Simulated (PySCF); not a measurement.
# C$_{2}$HF$_{5}$: one change and its effect

System: C$_{2}$HF$_{5}$ (pentafluoroethane).
Method of the first run: TDDFT PBE0/def2-SVP, vertical, gas phase, core orbitals frozen in the response (PySCF 2.14.0).

The geometry comes from this level: PBE0-D3(BJ)/def2-SVP. Text and figures count atoms from 1; the logs count them from 0 in places.

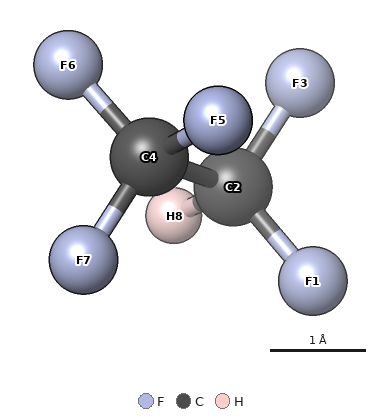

Fig. 1: The input geometry (ball-and-stick view, seen at a tilt; atoms are numbered from 1 in the order of the input). Bond lengths as drawn: C–C 1.53 Å, C–F 1.32 to 1.34 Å and C–H 1.10 Å.

Input file, the first run:
```
{"job": {"kind": "uv", "xc": "PBE0", "basis": "def2-SVP"}, "charge": 0, "multiplicity": 1}
F     -0.090836    -1.731716     0.183181
C      0.349673    -0.594849    -0.369516
F      1.668664    -0.486444    -0.171230
C     -0.351250     0.586835     0.303370
F     -0.093376     0.624865     1.601418
F      0.060637     1.723826    -0.248935
F     -1.663923     0.481189     0.127936
H      0.134543    -0.597140    -1.452361
```

The first line tells a small driver script what to run in PySCF; the rest is the geometry in Å.

Hardware: 1 CPU thread, shared host.

Output (the first run):
```
coarse grid: 8224 points
cycle   1  E = -574.7567785506  dE =  1.198e+00  |g| = 1.093e+00  |ddm| = 2.937e+00
cycle   2  E = -574.5128411990  dE =  2.439e-01  |g| = 1.666e+00  |ddm| = 1.749e+00
cycle   3  E = -574.9604383909  dE = -4.476e-01  |g| = 3.823e-02  |ddm| = 1.073e+00
cycle   4  E = -574.9606139375  dE = -1.755e-04  |g| = 2.056e-02  |ddm| = 3.685e-02
cycle   5  E = -574.9606717900  dE = -5.785e-05  |g| = 8.140e-03  |ddm| = 1.813e-02
cycle   6  E = -574.9606821544  dE = -1.036e-05  |g| = 9.547e-04  |ddm| = 5.444e-03
cycle   7  E = -574.9606822972  dE = -1.428e-07  |g| = 3.047e-04  |ddm| = 8.897e-04
final grid: 85808 points
cycle   8  E = -575.0339110638  dE = -2.651e-05  |g| = 5.987e-03  |ddm| = 1.432e-02
cycle   9  E = -575.0339055224  dE =  5.541e-06  |g| = 8.470e-03  |ddm| = 9.600e-03
cycle  10  E = -575.0339175727  dE = -1.205e-05  |g| = 3.116e-04  |ddm| = 5.286e-03
cycle  11  E = -575.0339175913  dE = -1.858e-08  |g| = 1.132e-04  |ddm| = 3.884e-04
cycle  12  E = -575.0339175936  dE = -2.296e-09  |g| = 2.606e-05  |ddm| = 1.007e-04
cycle  13  E = -575.0339175937  dE = -8.868e-11  |g| = 1.104e-05  |ddm| = 2.421e-05
converged SCF energy = -575.0339175937

Static polarisability (au): isotropic 22.153, principal 21.470 22.371 22.618

Singlet excitations
state   eV       nm        f      main configurations
  1  10.7174    115.7   0.00229   H->L+1 0.98
  2  10.7546    115.3   0.12121   H->L 0.94
  3  11.7833    105.2   0.02369   H->L+2 0.92
  4  12.4460     99.6   0.00017   H-1->L 0.67, H-2->L+1 0.20
  5  12.5203     99.0   0.01726   H-1->L+1 0.46, H-2->L 0.38, H-3->L+1 0.11
  6  12.6396     98.1   0.02680   H-2->L 0.54, H-1->L+1 0.41
  7  12.7512     97.2   0.00022   H-3->L 0.81
  8  12.8852     96.2   0.03072   H-2->L+1 0.44, H-1->L 0.26, H-4->L 0.16
  9  12.9191     96.0   0.00091   H-3->L+1 0.79, H-1->L+1 0.09
 10  13.1159     94.5   0.01794   H-4->L 0.62, H-2->L+1 0.11, H-1->L+2 0.10

Triplet excitations (Tamm-Dancoff, eV): 9.8447 9.9487 10.8943 11.7007
```

The input of the second run differs as follows (lines with − go, lines with + come):
```diff
-"basis": "def2-SVP"
+"basis": "6-31G*"
```

How does the second run compare with the first run?

The total energy of the second run is 266.8 kcal/mol lower, which measures the change of basis and not a stability. The HOMO goes from −10.29 to −9.95 eV. The LUMO goes from 2.00 to 2.77 eV. The dipole moment goes from 1.45 to 1.32 D. The strongest computed line goes from 10.75 to 11.05 eV. The SCF takes 12 iterations against 13. The basis functions go from 103 to 100.

Output (the second run):
```
coarse grid: 8224 points
cycle   1  E = -575.2416081328  dE =  1.241e+00  |g| = 1.097e+00  |ddm| = 2.769e+00
cycle   2  E = -574.9836243286  dE =  2.580e-01  |g| = 1.703e+00  |ddm| = 1.547e+00
cycle   3  E = -575.4454562577  dE = -4.618e-01  |g| = 3.000e-02  |ddm| = 9.727e-01
cycle   4  E = -575.4455646171  dE = -1.084e-04  |g| = 2.089e-02  |ddm| = 3.445e-02
cycle   5  E = -575.4456309229  dE = -6.631e-05  |g| = 6.898e-03  |ddm| = 1.611e-02
cycle   6  E = -575.4456383898  dE = -7.467e-06  |g| = 8.290e-04  |ddm| = 4.439e-03
final grid: 85808 points
cycle   7  E = -575.4591431577  dE = -2.353e-05  |g| = 7.394e-03  |ddm| = 1.543e-02
cycle   8  E = -575.4591339355  dE =  9.222e-06  |g| = 1.072e-02  |ddm| = 1.051e-02
cycle   9  E = -575.4591526110  dE = -1.868e-05  |g| = 2.147e-04  |ddm| = 5.881e-03
cycle  10  E = -575.4591526186  dE = -7.616e-09  |g| = 1.165e-04  |ddm| = 2.674e-04
cycle  11  E = -575.4591526207  dE = -2.137e-09  |g| = 3.294e-05  |ddm| = 1.013e-04
cycle  12  E = -575.4591526209  dE = -1.505e-10  |g| = 9.998e-06  |ddm| = 2.368e-05
converged SCF energy = -575.4591526209

Static polarisability (au): isotropic 23.276, principal 22.867 23.377 23.584

Singlet excitations
state   eV       nm        f      main configurations
  1  10.7094    115.8   0.00323   H->L 0.97
  2  11.0451    112.3   0.07943   H->L+1 0.91
  3  12.2169    101.5   0.07013   H->L+2 0.85
  4  12.5381     98.9   0.02185   H-1->L 0.71, H-3->L 0.14
  5  12.5884     98.5   0.00297   H-2->L 0.47, H-1->L+1 0.40
  6  12.8088     96.8   0.01570   H-3->L 0.45, H-2->L+1 0.27, H-1->L 0.20
  7  12.9390     95.8   0.00072   H-3->L+1 0.82
  8  12.9668     95.6   0.00590   H-2->L+1 0.57, H-3->L 0.31
  9  13.1017     94.6   0.04166   H-1->L+1 0.45, H-2->L 0.27, H-4->L+1 0.14
 10  13.1149     94.5   0.02980   H-4->L 0.84

Triplet excitations (Tamm-Dancoff, eV): 9.9277 10.0837 11.1458 11.7016
```

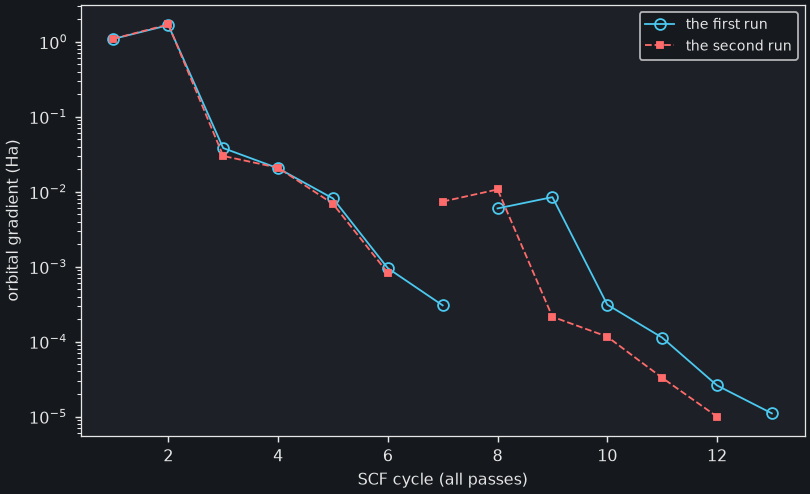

Fig. 2: Convergence of the two runs: orbital gradient against the SCF cycle. A break in a curve parts two SCF passes (coarse and final grid). The first run takes 13 cycles in all, and the second run takes 12.

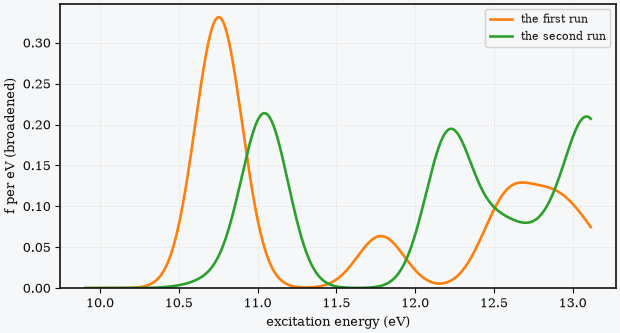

Fig. 3: Absorption of the two runs from their computed states, each broadened by a Gaussian of 0.35 eV full width; the range ends where the shorter list of states ends.

The two runs side by side:

| quantity | the first run | the second run |
| --- | --- | --- |
| outcome | converged | converged |
| total energy (hartree) | −575.033918 | −575.459153 |
| HOMO (eV) | −10.29 | −9.95 |
| LUMO (eV) | 2.00 | 2.77 |
| dipole moment (D) | 1.45 | 1.32 |
| lowest excitation (eV) | 10.72 | 10.71 |
| SCF iterations | 13 | 12 |
| strongest computed line (eV) | 10.75 | 11.05 |
| basis functions | 103 | 100 |
| wall time (shared host) | 9.8 s | 9.1 s |
